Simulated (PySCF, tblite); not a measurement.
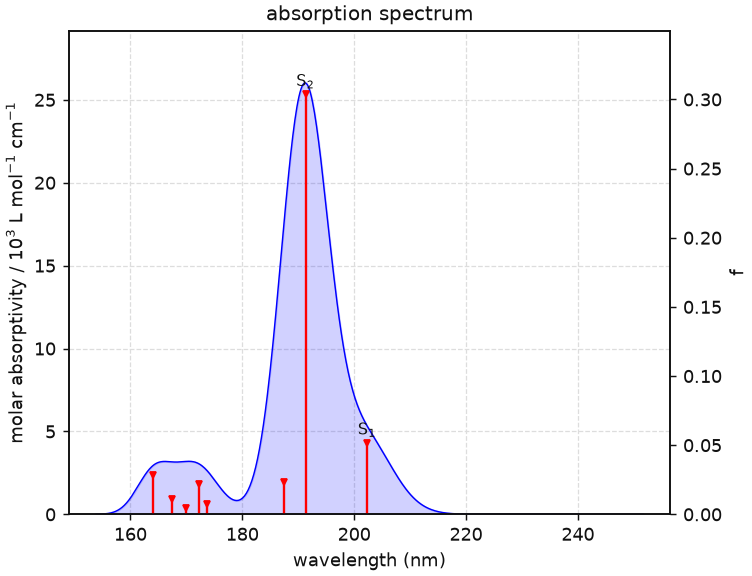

Vertical TDDFT excitations, PBE0/def2-SVPD in PySCF, at a GFN2-xTB geometry (a minimum by its frequencies), gas phase. The lowest 8 singlet states are shown; each is broadened by a Gaussian of 1/e half-width 0.20 eV. Sticks give oscillator strengths (right axis).

**Whose absorption spectrum is this?**
A. C₄H₁₀OSi₂, SMILES COC1=C(C)[SiH2][SiH2]1
B. C₂H₁₀BNSi, SMILES CB[SiH2]NC
C. C₄H₇BOSi, SMILES C#C[SiH2]B(O)C=C
D. C₄H₉BO₃, SMILES C/C=C(/CO)B(O)O

Option D. Its lowest singlet lies at 6.13 eV (f = 0.052) and the brightest of those computed is S2 at 6.48 eV (191 nm), f = 0.304, mainly HOMO → LUMO (65 %).

Caveats: states above the negative HOMO energy depend on the basis; the tight-binding geometry is rougher than a DFT one and adds to the error; one conformer of a flexible molecule; core orbitals are frozen in the response.
